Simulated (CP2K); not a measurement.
Consider protonated methanol at its PBE geometry (Å).

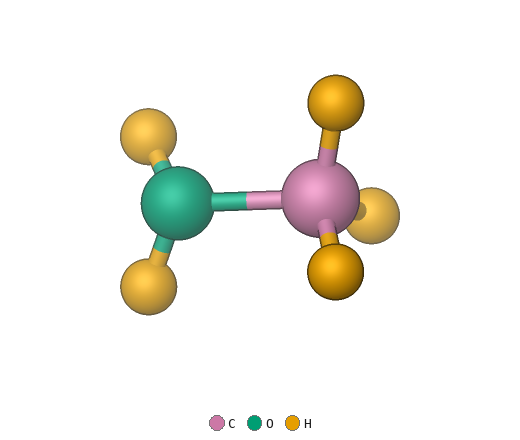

The molecule (carbon pink, oxygen teal, hydrogen orange).

```xyz
7

C    -0.6005    0.1727   -0.1833
O     0.8702   -0.2066   -0.0001
H    -0.9796   -0.5550   -0.9044
H    -0.5689    1.1815   -0.6014
H    -1.0931    0.1195    0.7914
H     1.0015   -1.1278    0.3216
H     1.3704    0.4157    0.5761
```

Method: CP2K XAS_TDP, all-electron GAPW, PBEh(45%), aug-cc-pVTZ, TDA, GW2X-corrected core level, no relativity.

Q: Predict the bright core excitations at the O K edge.

Leading lines: O2 538.20 eV. The leading line of an atom is its first one with 35 % of the strongest within 2.5 eV of its lowest line over the strength cut. Core ionisation energies at this level: O2 547.50 eV.

The first six lines of each atom with a strength over 0.0015:

```tsv
atom	energy (eV)	states	strength, one atom	above the computed threshold
O2 (bonded to C and 2 H)	537.06	1	0.0074	
	538.20	1	0.0493	
	538.49	1	0.0436	
	541.63	1	0.0033	
	542.02	1	0.0069	
	542.62	1	0.0036
```

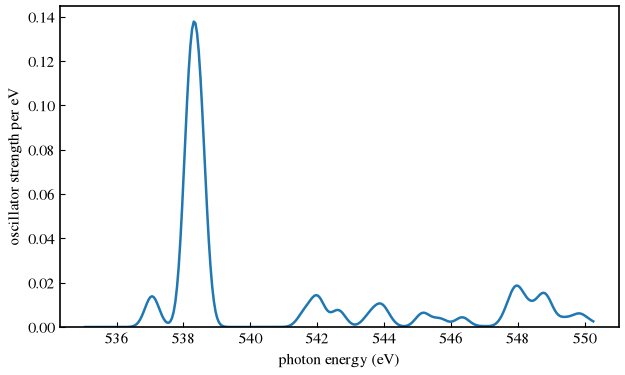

All atoms added, broadened by 0.5 eV.

Lines are vertical, at one geometry, with no vibrational structure. GW2X ionisation energies and lines can be off by 1 to 2 eV either way, and a good line position may hide errors that cancel. These values hold no scalar relativity, about 0.4 eV for O 1s. Rydberg lines, and the discretised continuum above threshold, depend on the basis and the box. The ion (charge +1) is isolated, with no counter-ion or solvent.

[Banner, clock and machine lines of the logs are left out without a mark of their own.]

[Logs are printed without paths, hosts, clocks, repeated set-up lines and the standing remarks that a program may print on its own settings, such as how far it seeks lower states.]

[Hosts, paths, dates, database ids (printed as entryN), source tags and the programs' standing remarks are cut or masked in the printed files.]
